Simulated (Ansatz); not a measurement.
System: Na$_{2}$Pd$_{3}$.

Input

```
crystal:
  lattice:
    - [4.843413953, 0.0, 0.0]
    - [0.0, 4.843413953, 0.0]
    - [0.0, 0.0, 4.843413953]
  atoms:
    - { symbol: Na, position: [0.5, 0.5, 0.5] }
    - { symbol: Na, position: [0.0, 0.0, 0.0] }
    - { symbol: Pd, position: [0.5, 0.0, 0.0] }
    - { symbol: Pd, position: [0.0, 0.5, 0.0] }
    - { symbol: Pd, position: [0.0, 0.0, 0.5] }
basis:
  ecutwfc: 420
kpoints:
  mp_grid: { grid: [8, 8, 8] }
hamiltonian:
  xc: pbe
scf:
  occupations: { method: gaussian, width: 0.1 }
output:
  forces: true
  stress: true
  eigenvalues: true
  write_density: true
  write_potential: true
  elf: true
  volumetric_format: npy
relax:
  adjacent_minimum: "off"
  f_tol: 0.01
  max_steps: 80
  cell: { stress_tol: 0.05 }
```

Run with:

```sh
ansatz run input.yaml --threads 1 --pin off --max-ram 2048MiB --backend cpu --events-out ev --progress --plain --runs-dir out
```

Below, planes, directions and counts refer to the conventional cell (a = 4.84 Å, b = 4.84 Å, c = 4.84 Å, α = 90.00°, β = 90.00°, γ = 90.00°).

The fields are those of the relaxed geometry.

Space group Pm-3m; a structure generated by program, which may or may not match a known phase.

All numbers below come from DFT PBE, scalar-relativistic, plane waves, PAW in Ansatz.

Q: What will maps of the valence pseudo-density and electron localisation function show?

A: Na–Pd (2.42 Å): ρ is about 0.3 e/Å³ halfway; the ELF is about 0.15 at the midpoint; no shared electron pair shows on this line.

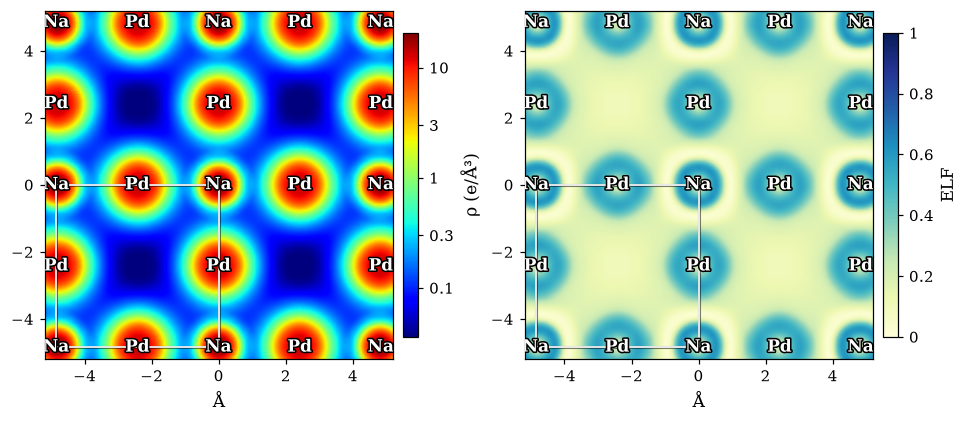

Computed valence pseudo-density and electron localisation function on the (010) plane of the conventional cell, in this order. 

The density is the valence pseudo-density of a PAW calculation; it isn't the true density close to the nuclei.
